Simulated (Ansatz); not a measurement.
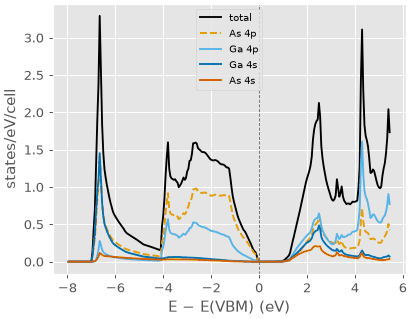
Figure: Total and projected density of states of GaAs (zinc blende, F-43m), plane-wave PAW LDA (Ansatz code)

Which orbitals carry the states next to the gap?

Top 1 eV of the valence band: As 4p 76 %, Ga 4p 21 %. Bottom 1 eV of the conduction band: Ga 4p 31 %, Ga 4s 28 %, As 4s 21 %, As 4p 16 %. Projections are on Löwdin-orthogonalised atomic valence shells; empty p or d shells of many metals are not among them.

Where is the tallest occupied peak in this window, and what makes it?

Near -6.7 eV, about 3.3 states/eV per cell; the largest projected share is Ga 4s.

The LDA relaxation kept the symmetry of its start; phonons on a q-mesh show no instability. Spin–orbit coupling is left out wherever it is not named.

Potentials: the later of the program's two PAW sets.
